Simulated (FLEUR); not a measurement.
Band structure of Ni₃Al (Pm-3m, 4 atoms in the cell).

```
CELL_PARAMETERS angstrom
      3.57000     0.00000     0.00000
      0.00000     3.57000     0.00000
      0.00000     0.00000     3.57000
ATOMIC_POSITIONS crystal
  Al 0.00000 0.00000 0.00000
  Ni 0.00000 0.50000 0.50000
  Ni 0.50000 0.00000 0.50000
  Ni 0.50000 0.50000 0.00000
```
Moments meant for the start (each program seeds them in its own way; μB, in the order of the atoms Al Ni Ni Ni): 0.0 0.5 0.5 0.5.

Computed with FLEUR with PBE, all-electron FLAPW (FLEUR), scalar-relativistic valence.

Settings: Kmax = 4.5 1/bohr; GmaxXC = 18 1/bohr; xcFunctional = pbe; jspins = 2; l_soc = F; mode = hist; fermiSmearingEnergy = 0.00499791 Htr; mesh (inpgen div1-3) = 7 7 7; inpgen gamma flag = false; Gmax = 18 1/bohr; numbands = 0; maxIterBroyd = 25; imix = Anderson; alpha = 0.05.

The starting cell has typed, rounded lattice constants, without a prior relaxation at this level. Values depend on the basis (sphere radii, cutoffs, local orbitals), which need not be converged.

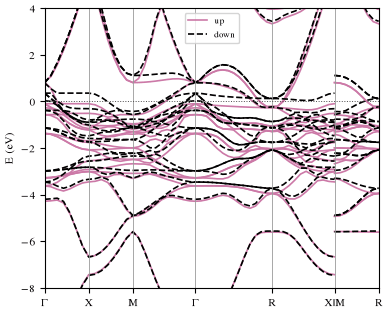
Figure. Bands along the path, energies from the Fermi level.

Levels in eV from the Fermi level, bands 23 to 30 of the first spin channel:
| point | 23 | 24 | 25 | 26 | 27 | 28 | 29 | 30 |
|---|---|---|---|---|---|---|---|---|
| Γ | -0.10 | -0.10 | -0.10 | 0.83 | 0.83 | 0.83 | 6.54 | 6.54 |
| X | -1.16 | -1.04 | -0.51 | -0.10 | 5.46 | 5.46 | 5.53 | 5.53 |
| M | -1.20 | -0.99 | -0.96 | -0.58 | 0.81 | 0.81 | 8.14 | 8.14 |
| R | -1.06 | -1.06 | -0.26 | -0.26 | -0.26 | -0.20 | 3.33 | 3.96 |
